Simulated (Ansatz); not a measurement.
Nudged elastic band of CH$_{8}$BNO (part 2 of 2)

Continued. System: CH$_{8}$BNO. Method: RKS PBE0-D4/6-31G* (Ansatz 0.2.0). The run did not end well. One setting was made poor on purpose. It belongs to a series of runs on one base structure; here: band between the two ends.

Geometry of the input (Å):
```
B  -0.0274  -0.4068  -0.1955
H  -0.0730  -0.9318  0.8880
C  1.3357  -0.0670  -0.8936
H  2.0228  -0.9214  -0.8745
H  1.2386  0.2737  -1.9315
H  1.8232  0.7366  -0.3253
N  -1.2629  -0.0806  -0.7783
H  -2.1518  -0.3434  -0.3791
H  -1.3408  0.3073  -1.7086
O  -0.3074  2.2861  1.1173
H  -0.8096  1.7543  0.4813
H  -0.3671  1.7692  1.9304
```

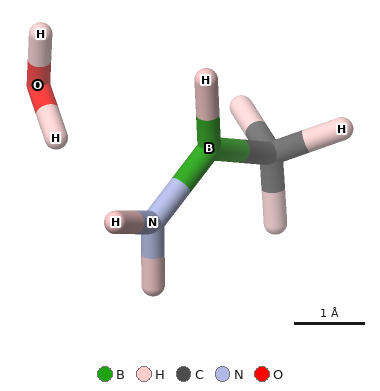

Figure 1. The input geometry (stick view, seen at a tilt).

```
Unfinished report: {"positions_ang":[[-0.0958383809900361,0.38092524498308633,-0.08978641162246769],[-0.2091479271362814,-0.016935954902117443,1.261822460441749],[1.3605339124624412,0.035362441935230554,-0.5929660101422465],[1.5374904777008058,-1.0454008681311815,-0.6479295011486342],[1.5089782231882254,0.4499073259227479,-1.5989553765055897],[2.133090675534016,0.4679223440275168,0.05087948484426545],[-1.26350339836251,-0.038804721840989605,-0.848208377620631],[-1.1120218017776116,-0.7873240499545874,-1.5099923518235732],[-2.142979985704584,-0.18151362895363632,-0.37048115652339486],[-0.21895548006927257,1.9124718294308791,0.3720730915004687],[-1.1043529156581224,2.188285309243977,0.08493695240631226],[-0.3129933991870711,1.0113037282390769,1.2192081961937427]],"unchecked":["starts","cluster_reference","orbital_swaps","neighbouring_geometries","increment"],"mean_field":{"relativity":"none","state":{"energy":{"ev":-5373.911083722572,"hartree":-197.48758975904406},"converged":true,"gradient_ev":0.0000239318215672669,"stability":{"kind":"minimum","curvature_ev":44.42157311371667},"curvature_floor_ev":0.00030000000000000003,"spin_squared":-2.4868995751603507e-14},"others":[],"fillings":{"estimated":0,"unestimated":0,"tried":0,"untried":0,"excluded_magnetic_sites":0},"n_dropped_functions":0,"n_trapped_functions":0,"passes":{"evaluations":2,"products":12},"factors":{"origin":"Cholesky decomposition","count":896,"bound_ev":0.0007099423123163636},"gradient_stop_ev":0.00009,"reference_kind":"stationary","functional":{"name":"PBE0","citations":["Adamo & Barone, J. Chem. Phys. 110, 6158 (1999) doi:10.1063/1.478522","Perdew, Burke & Ernzerhof, Phys. Rev. Lett. 77, 3865 (1996) doi:10.1103/PhysRevLett.77.3865"],"text":"name \"PBE0\"\ncite \"Adamo & Barone, J. Chem. Phys. 110, 6158 (1999) doi:10.1063/1.478522\"\ncite \"Perdew, Burke & Ernzerhof, Phys. Rev. Lett. 77, 3865 (1996) doi:10.1103/PhysRevLett.77.3865\"\nparent pbe\nparameter a = 0.25\nparameter kappa = 0.804\nparameter beta = 0.06672455060314922\nexchange = (1 - a)*pbe_x(kappa = kappa, mu = beta*pi^2/3) + a*exact_x\ncorrelation = pbe_c(beta = beta)\n","parameters":{"a":{"value":0.25,"default":0.25},"beta":{"value":0.06672455060314922,"default":0.06672455060314922},"kappa":{"value":0.804,"default":0.804}},"final_grid":{"core_spheres":13.0,"valence_spheres":11.0,"degree":36.0},"final_grid_parameter_source":"default","radial_points_factor":1.0,"radial_grid_error_ev":3.235511906987185e-7,"grid_sensitivity":"normal","grid_sensitivity_ratio":0.001870803151768979},"unsmoothed_excess_ev":-0.000017912825092051808,"symmetry":{"irreps":["A"],"axes":[[0.9961897424151291,0.03320187028575496,0.08064510472686306],[-0.021759442255861846,0.990077278965461,-0.13882906161558012],[-0.08445427034551078,0.1365452946310367,0.9870272836829439]],"occupied":[{"A":17},{"A":17}]},"held":{"pivots":896,"left_out":0,"joined":0},"density_repulsion":{"missed_ev":0.00005320429070770616,"excess_ev":0.0,"most_excess_ev":0.0000918,"are_drawn_again":false,"n_first_factors":896,"energy_change_ev":0.0,"n_dropped_ends":0}},"factors":{"origin":"Cholesky decomposition","count":896,"bound_ev":0.0007099423123163636},"n_frozen":0,"n_occupied":[17,17],"n_virtual":[59,59],"reference":{"ev":-5373.911083722572,"hartree":-197.48758975904406},"dispersion":{"energy":{"ev":-0.14955776057897327,"hartree":-0.005496146327386162},"switches_in_reach":[]},"total":{"ev":-5374.060641483151,"hartree":-197.49308590537146},"forces_ev_per_angstrom":[[1.4011800271813632e-6,1.7794886958306944e-6,-0.000010867821339577421],[-1.9800144069478075e-6,-3.196290721482059e-6,5.7721535786856015e-6],[5.768593319636223e-7,4.959605598869356e-6,-7.823289470160633e-7],[-7.341533648898627e-7,-2.4055196555894214e-6,-3.2527973304182986e-6],[7.679035780336178e-7,3.0170932557640204e-6,9.621205268913868e-7],[-1.9026672069817445e-6,-3.0250790466895285e-6,1.700071403473182e-6],[9.197812784595555e-6,-3.1983711382972246e-6,5.168883339707209e-6],[-4.00252784240533e-6,-9.11456523127168e-7,2.8477093399065234e-6],[-1.271094852472402e-6,1.6671349757353508e-6,-3.7101296830093297e-6],[-1.5947902355668148e-6,-0.000016035094915293688,4.212354682731068e-6],[-6.955053850408565e-7,1.79026760676812e-6,2.278115327428794e-6],[2.3700171684470223e-7,0.000015558219784097757,-4.328328672743159e-6]],"charge_distribution":{"dipole_moment_e_ang":[-0.4272158771793829,-0.13722837508091573,0.051877877643011765],"mulliken_charges_e":[0.3303220809666012,-0.09330939691744944,-0.6378938513455275,0.16037673435046895,0.17021876873456243,0.17320060250226166,-0.8123782835409807,0.3308413811249218,0.32167126942417634,-0.678195839196599,0.4183852770574126,0.3167612568401186],"lowdin_charges_e":[-0.47389211249555263,-0.004552892336813441,-0.38707491501201563,0.13867336099819827,0.14836286460921766,0.14320188432971748,-0.3492710374422545,0.24375898738303414,0.2361277170683801,-0.3496633785268255,0.31190980459463347,0.34241971683021344]},"n_threads":1,"memory_gib":1.7045454550534487,"seconds":{"hamiltonian":3.032975229,"orbitals":0.0,"second_order":0.0,"solver_start":0.0,"cycles":0.0,"cycle":0.0,"perturbative":0.0,"full_ci_increment":0.0,"forces":0.0}}
this run last wrote the band of iteration 53 to [file]
Error: NEB band did not converge after 53 iterations: max|band force component| = 2.26e-1 eV/Å (threshold 5.0e-2); raise `neb.max_iterations` in a new run, which can start from the last band evaluated (`neb.initial_path`, with `crystal.atoms` and `neb.final_atoms` set to its first and last images), add images, or start from endpoints closer to local minima. Where this run's directory can be resumed (`checkpoint.write`), a resume goes on for up to `neb.max_iterations` more; to start a new run from the last band, take its images' positions from the `neb_iteration` event of iteration 53 (`data.images[].positions_ang`), in the event stream of the run that computed that iteration (not this run's, if it was resumed behind it). With `checkpoint.write`, `steps/00-neb/state/checkpoint.json` in the run directory holds the last saved band, under `neb.evaluated.images[].positions_ang` (a band under a hybrid functional on support functions is neither saved nor resumed: `neb.initial_path` says where its path is): check the last entry of `neb.iterations` there, which is earlier than 53 if that iteration was not saved or its write failed. If the band's step has no `state` directory and holds `state.next`, a write was cut short, and the file is under `state.next` instead (behind a loss of power it can be under `state.prev`)
this run wrote the band of iteration 53 to [file] as well, whether or not its events were kept: a new run's `neb.initial_path` can list its `images[].positions_ang`
a run's events are kept only if it was started with --events-out <file>, and are in that file
```

## The last band as extended XYZ (Å, eV, eV/Å)
```
12
Properties=species:S:1:pos:R:3:forces:R:3 image=0 energy=-5375.42838
B    -0.0274   -0.4068   -0.1955   -0.0022   0.0021   0.0072
H    -0.0730   -0.9318    0.8880    0.0012  -0.0026  -0.0004
C     1.3357   -0.0670   -0.8936    0.0023   0.0015  -0.0045
H     2.0228   -0.9214   -0.8745    0.0003   0.0011  -0.0005
H     1.2386    0.2737   -1.9315    0.0003  -0.0007   0.0011
H     1.8232    0.7366   -0.3253   -0.0025  -0.0032   0.0005
N    -1.2629   -0.0806   -0.7783    0.0021  -0.0037  -0.0058
H    -2.1518   -0.3434   -0.3791    0.0009   0.0029   0.0025
H    -1.3408    0.3073   -1.7086   -0.0011   0.0020   0.0001
O    -0.3074    2.2861    1.1173   -0.0043  -0.0085   0.0081
H    -0.8096    1.7543    0.4813    0.0005   0.0010  -0.0049
H    -0.3671    1.7692    1.9304    0.0026   0.0081  -0.0035
12
Properties=species:S:1:pos:R:3:forces:R:3 image=1 energy=-5375.22678
B    -0.2269   -0.2933   -0.2020    0.1360  -0.0647  -0.0487
H    -0.4988   -0.4181    0.9662   -0.1127   0.1919   0.0337
C     1.2382    0.0687   -0.6833    0.0377  -0.0606   0.0232
H     1.6893   -0.7319   -1.2858   -0.0292  -0.0023   0.0128
H     1.2214    0.9621   -1.3242   -0.0103  -0.0472   0.0293
H     1.9273    0.2668    0.1462   -0.0134  -0.0304  -0.0317
N    -1.2499   -0.5402   -1.1152   -0.1142   0.0117   0.0608
H    -2.2262   -0.5563   -0.8963   -0.3173  -0.2765   0.5008
H    -1.1331   -0.6467   -2.1021    0.4043   0.2697  -0.5485
O    -0.4292    2.4244    1.2622    0.0733   0.0229  -0.0798
H    -0.7172    1.5604    1.5887    0.1737   0.0657  -0.0726
H     0.4855    2.2803    0.9760   -0.2280  -0.0800   0.1208
12
Properties=species:S:1:pos:R:3:forces:R:3 image=2 energy=-5375.34465
B    -0.1788   -0.3854   -0.0739    0.0654  -0.1473   0.0224
H    -0.4024   -0.7010    1.0692    0.0193   0.0285  -0.0249
C     1.2890   -0.1709   -0.5971   -0.0103   0.1130   0.0128
H     1.8072   -1.1385   -0.6295    0.0103  -0.0308   0.0159
H     1.3487    0.2710   -1.5988   -0.0024  -0.0059   0.0095
H     1.8782    0.4550    0.0854    0.0209  -0.0138  -0.0271
N    -1.2861   -0.2689   -0.9122   -0.0141   0.0055   0.0648
H    -1.2304   -0.0244   -1.8869    0.1171   0.0763  -0.1783
H    -2.2243   -0.4826   -0.6230   -0.1843  -0.0211   0.1306
O    -0.4152    2.6612    0.7915    0.0825  -0.2307   0.0219
H    -0.9523    1.8648    0.6729   -0.0519   0.1157  -0.0539
H     0.4468    2.2959    1.0330   -0.0526   0.1106   0.0064
12
Properties=species:S:1:pos:R:3:forces:R:3 image=3 energy=-5375.41779
B    -0.0196   -0.2826    0.1021    0.0106  -0.0139   0.0104
H    -0.1381   -0.2553    1.3018    0.0021  -0.0019   0.0033
C     1.3823   -0.1935   -0.5987    0.0002   0.0039  -0.0056
H     1.3847   -0.5390   -1.6393   -0.0002   0.0093  -0.0165
H     1.6871    0.8623   -0.6005    0.0006   0.0004   0.0171
H     2.1586   -0.7390   -0.0519   -0.0029  -0.0230   0.0021
N    -1.2124   -0.3532   -0.6345   -0.0018  -0.0187  -0.0145
H    -1.2261   -0.4434   -1.6412   -0.0056   0.0059  -0.0002
H    -2.1227   -0.4575   -0.2115    0.0035  -0.0062   0.0039
O    -0.4385    2.6010    0.3037   -0.0010   0.0439  -0.0060
H    -0.9271    1.9336   -0.2000    0.0039  -0.0121   0.0216
H    -0.4479    2.2428    1.2005   -0.0094   0.0125  -0.0156
12
Properties=species:S:1:pos:R:3:forces:R:3 image=4 energy=-5374.06062
B    -0.0958    0.3809   -0.0898    0.0000   0.0000   0.0000
H    -0.2091   -0.0169    1.2618    0.0000   0.0000   0.0000
C     1.3605    0.0354   -0.5930    0.0000   0.0000   0.0000
H     1.5375   -1.0454   -0.6479    0.0000   0.0000   0.0000
H     1.5090    0.4499   -1.5990    0.0000   0.0000   0.0000
H     2.1331    0.4679    0.0509    0.0000   0.0000   0.0000
N    -1.2635   -0.0388   -0.8482    0.0000   0.0000   0.0000
H    -1.1120   -0.7873   -1.5100    0.0000   0.0000   0.0000
H    -2.1430   -0.1815   -0.3705    0.0000   0.0000   0.0000
O    -0.2190    1.9125    0.3721    0.0000   0.0000   0.0000
H    -1.1044    2.1883    0.0849    0.0000   0.0000   0.0000
H    -0.3130    1.0113    1.2192    0.0000   0.0000   0.0000
12
Properties=species:S:1:pos:R:3:forces:R:3 image=5 energy=-5375.67835
B    -0.1048    0.6130   -0.3930   -0.0170   0.4717  -0.6248
H    -0.2410    0.0225    1.6005   -0.0766  -0.0615   0.6658
C     1.3657    0.0940   -0.6295   -0.0073   0.0893  -0.1152
H     1.5027   -0.9931   -0.5728   -0.1452   0.0694   0.0036
H     1.6240    0.4052   -1.6484    0.2350  -0.0271  -0.1022
H     2.0942    0.5628    0.0400   -0.0721   0.0598  -0.0184
N    -1.2260   -0.1425   -0.8327    0.0526  -0.0864  -0.0068
H    -1.0727   -0.9767   -1.3750    0.0143  -0.2056   0.1608
H    -2.1475   -0.1188   -0.4230   -0.0394   0.2531  -0.1580
O    -0.2519    1.9315    0.0510    0.0141  -0.0055  -0.5022
H    -1.1732    2.2059   -0.0229   -0.0485   0.0673  -0.0303
H    -0.2894    0.7724    1.5364    0.0902  -0.6244   0.7277
12
Properties=species:S:1:pos:R:3:forces:R:3 image=6 energy=-5376.24741
B    -0.1129    0.6351   -0.5786   -0.0006   0.0119  -0.0578
H    -0.2811    0.0454    2.0587   -0.0144  -0.0242   0.1489
C     1.3818    0.1483   -0.7232    0.0024   0.0123  -0.0379
H     1.5010   -0.9304   -0.5689   -0.0142   0.0119  -0.0255
H     1.7633    0.3805   -1.7249    0.0455   0.0024  -0.0271
H     2.0316    0.6656   -0.0093   -0.0185   0.0091  -0.0145
N    -1.1927   -0.2392   -0.8427    0.0053  -0.0093  -0.0122
H    -1.0359   -1.1844   -1.1525   -0.0026  -0.0385   0.0500
H    -2.1636   -0.0406   -0.6555   -0.0108   0.0511  -0.0856
O    -0.3147    1.9460   -0.1941   -0.0054   0.0034  -0.0528
H    -1.2495    2.1816   -0.1661   -0.0075   0.0010  -0.0126
H    -0.2470    0.7683    1.8876    0.0207  -0.0311   0.1270
12
Properties=species:S:1:pos:R:3:forces:R:3 image=7 energy=-5376.32430
B    -0.1176    0.5790   -0.6644    0.0001  -0.0015  -0.0032
H    -0.2981    0.3724    2.6393   -0.0017   0.0093   0.0246
C     1.3904    0.1360   -0.8101    0.0003  -0.0008  -0.0039
H     1.5338   -0.9484   -0.7496    0.0002  -0.0016  -0.0104
H     1.7940    0.4669   -1.7756    0.0018   0.0054  -0.0017
H     2.0085    0.6052   -0.0370   -0.0007  -0.0052   0.0001
N    -1.1761   -0.3325   -0.8826    0.0003  -0.0015  -0.0036
H    -1.0038   -1.2966   -1.1172    0.0000  -0.0018  -0.0024
H    -2.1574   -0.1125   -0.8020   -0.0001   0.0001  -0.0080
O    -0.3537    1.8954   -0.3230    0.0000  -0.0018  -0.0021
H    -1.2943    2.1025   -0.2736   -0.0001  -0.0022  -0.0009
H    -0.2453    0.9089    2.1264   -0.0001   0.0016   0.0114
12
Properties=species:S:1:pos:R:3:forces:R:3 image=8 energy=-5376.34004
B    -0.1130    0.4888   -0.6905    0.0002  -0.0012  -0.0004
H    -0.3661    0.8886    2.9103   -0.0015   0.0073   0.0052
C     1.4044    0.0977   -0.8778    0.0002  -0.0008  -0.0014
H     1.5680   -0.9758   -1.0207    0.0001  -0.0008  -0.0062
H     1.8264    0.6167   -1.7476    0.0007   0.0034   0.0007
H     1.9943    0.4187   -0.0117   -0.0001  -0.0046   0.0008
N    -1.1493   -0.4434   -0.9253    0.0002  -0.0010  -0.0015
H    -0.9544   -1.3906   -1.2067    0.0002  -0.0005  -0.0033
H    -2.1350   -0.2535   -0.8251    0.0002  -0.0012  -0.0010
O    -0.3795    1.7837   -0.2918    0.0002  -0.0018   0.0020
H    -1.3244    1.9605   -0.2138    0.0002  -0.0020   0.0026
H    -0.2910    1.1850    2.2313   -0.0008   0.0032   0.0025
12
Properties=species:S:1:pos:R:3:forces:R:3 image=9 energy=-5376.34793
B    -0.1196    0.3969   -0.6998    0.0000  -0.0006   0.0000
H    -0.3701    1.3950    3.0465   -0.0001   0.0032   0.0013
C     1.4063    0.0505   -0.9045    0.0000  -0.0004  -0.0003
H     1.5843   -0.9726   -1.2522    0.0000   0.0001  -0.0023
H     1.8591    0.7356   -1.6314    0.0003   0.0012   0.0010
H     1.9585    0.1889    0.0327   -0.0003  -0.0022   0.0003
N    -1.1355   -0.5382   -1.0019    0.0000  -0.0004  -0.0009
H    -0.9201   -1.4570   -1.3535    0.0001  -0.0001  -0.0018
H    -2.1252   -0.3775   -0.8895    0.0000  -0.0006  -0.0007
O    -0.4141    1.6552   -0.2126   -0.0001  -0.0009   0.0011
H    -1.3623    1.8035   -0.1170   -0.0001  -0.0011   0.0013
H    -0.2811    1.4961    2.3137    0.0001   0.0018   0.0010
12
Properties=species:S:1:pos:R:3:forces:R:3 image=10 energy=-5376.35027
B    -0.1474    0.2948   -0.6932    0.0001  -0.0006  -0.0023
H    -0.2481    1.9339    3.1001    0.0010  -0.0002  -0.0011
C     1.3896   -0.0063   -0.8852   -0.0032   0.0018   0.0014
H     1.5951   -0.9801   -1.3422    0.0001  -0.0016  -0.0011
H     1.8541    0.7639   -1.5125    0.0009   0.0021   0.0000
H     1.9096    0.0294    0.0796    0.0003  -0.0013   0.0019
N    -1.1369   -0.6253   -1.1082   -0.0025  -0.0003   0.0014
H    -0.8956   -1.5033   -1.5389    0.0028   0.0048   0.0022
H    -2.1321   -0.4905   -1.0121    0.0005  -0.0003  -0.0004
O    -0.4796    1.4988   -0.1035   -0.0022  -0.0047  -0.0023
H    -1.4324    1.6194   -0.0155    0.0020   0.0002  -0.0002
H    -0.1962    1.8415    2.3623    0.0001   0.0003   0.0006
```

## Outcome

```csv
quantity,value
outcome,not converged
"barrier, forward (band not converged)",1.368 eV
"barrier, backward",2.290 eV
wall time,16 min
peak memory,0.17 GiB
```

## What went wrong

The run did not converge: “NEB band did not converge after 53 iterations: max|band force component| = 2.26e-1 eV/Å (threshold 5.0e-2); raise `neb.max_iterations` in a new run, which can start from the last band evaluated (`neb.initial_path`, with `crystal.atoms` and `neb.final_atoms` set to its first and last images), add images, or start from endpoints closer to local minima …” Its last values are not results. A deliberately poor setting: straight start.
